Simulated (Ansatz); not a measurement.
A series of calculations on WHClF5

**1. Relaxation**

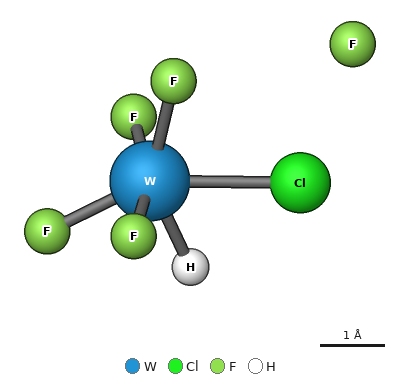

WHClF5 (multiplicity 2), before the relaxation. Style: ball-and-stick. Shown from a free direction.

The run prepares an end point of a later path (reaction) calculation, from a guessed geometry.

These are results of Ansatz 0.2.0, UKS PBE/def2-SVP, not measurements.

Input file:
```yaml
crystal:
  periodic: [false, false, false]
  atoms:
    - { symbol: W, position_ang: [0.0, 0.031591, 0.042783] }
    - { symbol: Cl, position_ang: [0.0, -1.016811, 2.179041] }
    - { symbol: F, position_ang: [1.831076, 0.215969, -0.153675] }
    - { symbol: F, position_ang: [0.0, 1.536325, 1.169831] }
    - { symbol: F, position_ang: [-1.831076, 0.215969, -0.153675] }
    - { symbol: H, position_ang: [0.0, -1.678427, -0.054967] }
    - { symbol: F, position_ang: [0.0, -0.115635, -1.820853] }
    - { symbol: F, position_ang: [0.0, 0.94102, 4.021514] }
magnetization:
  spin_polarized: true
  initial_magnetization: 1
basis:
  gaussian: { orbitals: def2-SVP }
hamiltonian:
  xc: pbe
relax:
  f_tol: 0.03
  max_steps: 50
```

Command:
```bash
ansatz run input.yaml --threads 4 --pin off --max-ram 5120MiB --backend cpu --events-out ev --progress --plain --runs-dir out
```

### Predict the outcome.

F8 moves most after the best rigid fit: 0.36 Å. Largest moves by element: F 0.36 Å, Cl 0.19 Å, H 0.12 Å, W 0.04 Å. Some distances before and after: Cl2–F8 2.688 → 2.159 Å, W1–Cl2 2.380 → 2.356 Å. Among the angles between lasting bonds that change: F3–W1–F5 163.3° → 166.2°, F4–W1–F7 131.4° → 129.0°. After 5 accepted moves (6 points after the start) the energy has fallen by 5.47 kcal/mol. Largest force component: 0.52 eV/Å at the start, 0.019 eV/Å at the end. The line search rejected the trial step at point 3 of the run.

Final geometry:

```xyz
8

W     0.0000    0.0694    0.0658
Cl    0.0000   -0.8336    2.2418
F     1.8404    0.1924   -0.1190
F     0.0000    1.6559    1.0741
F    -1.8404    0.1924   -0.1190
H     0.0000   -1.6470    0.0616
F     0.0000   -0.1449   -1.7900
F     0.0000    0.6454    3.8146
```

After the run, drawn alike:

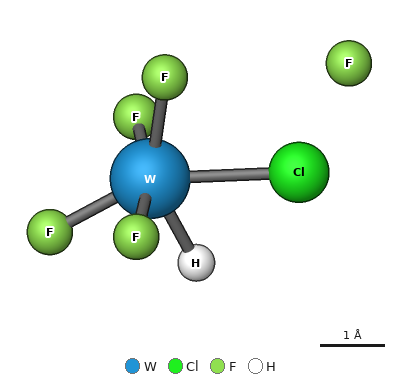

Limits of the set-up: the start holds two separate molecules, 2.7 Å apart at their closest, whose relative position is a soft coordinate and is computed without a dispersion correction.

**2. Relaxation**

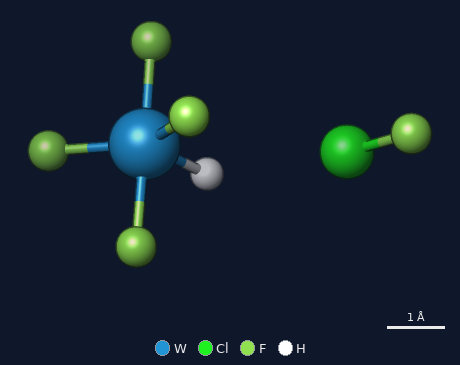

WHClF5 (multiplicity 2), before the relaxation. The picture is a ball-and-stick view, seen at a tilt.

The run prepares an end point of a later path (reaction) calculation, from a guessed geometry.

Computed with UKS PBE/def2-SVP in Ansatz.

Input
```yaml
crystal:
  periodic: [false, false, false]
  atoms:
    - { symbol: W, position_ang: [-0.013606, 0.155312, -0.390062] }
    - { symbol: Cl, position_ang: [0.075571, -0.699873, 3.09518] }
    - { symbol: F, position_ang: [1.896707, 0.143642, -0.307698] }
    - { symbol: F, position_ang: [-0.065172, 1.720658, 0.575591] }
    - { symbol: F, position_ang: [-1.922491, 0.146509, -0.499719] }
    - { symbol: H, position_ang: [-0.097997, -1.240476, 0.562594] }
    - { symbol: F, position_ang: [0.081488, -0.378868, -2.148154] }
    - { symbol: F, position_ang: [0.0455, 0.283097, 4.342267] }
magnetization:
  spin_polarized: true
  initial_magnetization: 1
basis:
  gaussian: { orbitals: def2-SVP }
hamiltonian:
  xc: pbe
relax:
  f_tol: 0.03
  max_steps: 50
```

Run as
```bash
ansatz run input.yaml --threads 4 --pin off --max-ram 5120MiB --backend cpu --events-out ev --progress --plain --runs-dir out
```

What does the optimiser find from here?

Answer. Over 17 geometry steps the energy falls by 100.0 kJ/mol. Largest force component: 2.1 eV/Å at the start, 0.03 eV/Å at the end. F8 moves most after the best rigid fit: 1.45 Å. By element the largest moves are F 1.45 Å, H 0.86 Å, Cl 0.81 Å, W 0.59 Å. Some distances before and after: W1–Cl2 3.590 → 2.337 Å, Cl2–F8 1.588 → 2.174 Å, W1–F3 1.912 → 1.864 Å, W1–F5 1.912 → 1.870 Å. New bonds form, among them: W1–Cl2 (3.59 → 2.34 Å). Bonds break, among them: Cl2–F8 (1.59 → 2.17 Å). Bond angles that change, for instance: F3–W1–H6 91.2° → 127.3°, F3–W1–F5 179.0° → 144.2°, H6–W1–F7 107.5° → 80.6°.

History of the run:

```json
{"step": "0", "E − E(0), kJ/mol": "0.00", "largest force component, eV/Å": "2.1015"}
{"step": "1", "E − E(0), kJ/mol": "-9.46", "largest force component, eV/Å": "0.8771"}
{"step": "2", "E − E(0), kJ/mol": "-11.04", "largest force component, eV/Å": "0.2865"}
{"step": "3", "E − E(0), kJ/mol": "-17.27", "largest force component, eV/Å": "0.5371"}
{"step": "4", "E − E(0), kJ/mol": "-25.29", "largest force component, eV/Å": "0.7665"}
{"step": "5", "E − E(0), kJ/mol": "-34.42", "largest force component, eV/Å": "0.8103"}
{"step": "6", "E − E(0), kJ/mol": "-43.91", "largest force component, eV/Å": "0.6038"}
{"step": "7", "E − E(0), kJ/mol": "-53.71", "largest force component, eV/Å": "0.6363"}
{"step": "8", "E − E(0), kJ/mol": "-69.73", "largest force component, eV/Å": "0.7921"}
{"step": "9", "E − E(0), kJ/mol": "-81.75", "largest force component, eV/Å": "0.4638"}
{"step": "10", "E − E(0), kJ/mol": "-86.86", "largest force component, eV/Å": "0.3228"}
{"step": "11", "E − E(0), kJ/mol": "-91.19", "largest force component, eV/Å": "0.4029"}
{"step": "12", "E − E(0), kJ/mol": "-94.07", "largest force component, eV/Å": "0.2036"}
{"step": "13", "E − E(0), kJ/mol": "-96.06", "largest force component, eV/Å": "0.2811"}
{"step": "14", "E − E(0), kJ/mol": "-97.78", "largest force component, eV/Å": "0.2618"}
{"step": "15", "E − E(0), kJ/mol": "-99.16", "largest force component, eV/Å": "0.2318"}
{"step": "16", "E − E(0), kJ/mol": "-99.40", "largest force component, eV/Å": "0.1633"}
{"step": "17", "E − E(0), kJ/mol": "-99.99", "largest force component, eV/Å": "0.0299"}
```

The structure at the end:

```xyz
8

W    -0.1060    0.0423    0.1852
Cl   -0.0358   -0.9056    2.3207
F     1.7018    0.4271    0.4257
F    -0.6774    1.6033    1.0290
F    -1.6073    0.4047   -0.8685
H    -0.8468   -1.4881    0.2155
F     0.5500   -0.6464   -1.4242
F     1.0215    0.6926    3.3464
```

After the run, drawn alike:

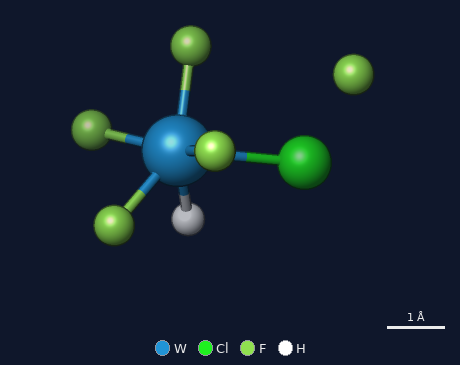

Limits of the set-up: the start holds two separate molecules, 2.6 Å apart at their closest, whose relative position is a soft coordinate and is computed without a dispersion correction.

**3. Path**

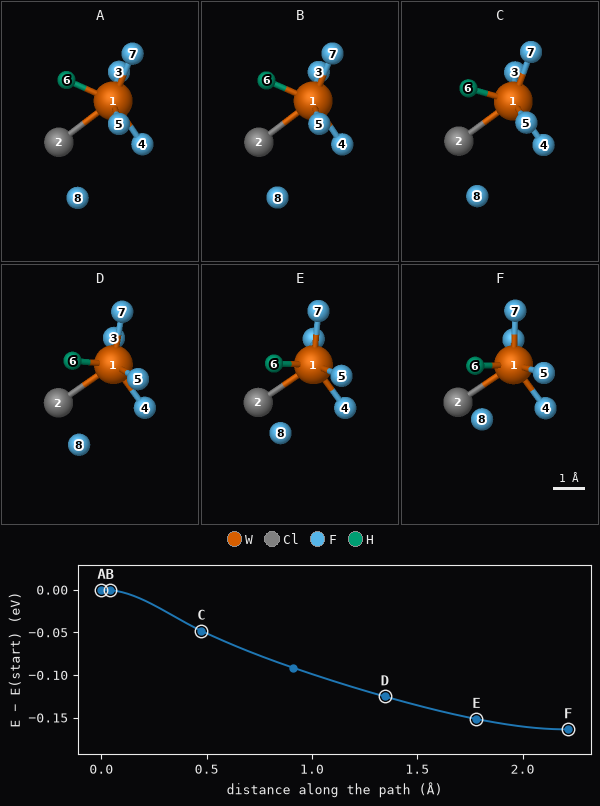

NEB run on WHClF5 (multiplicity 2). Images are numbered from 0 (start) to 6 (end). Frames A to F are images 0, 1, 2, 4, 5, 6. Style: ball-and-stick. Shown from a free direction.

The calculation used UKS PBE/def2-SVP (Ansatz 0.2.0). Set-up: 5 movable images; climbing image; force threshold 0.05 eV/Å; iteration limit 60; starting path through a guess of the saddle point.

Q: Read off the barrier and say what moves.

A: No barrier shows: the energy is highest at the start, and the end lies 0.164 eV below the start. No bond forms or breaks between the ends. The band converged in 23 iterations. The largest component of the band force went from 5.4 to 0.021 eV/Å.
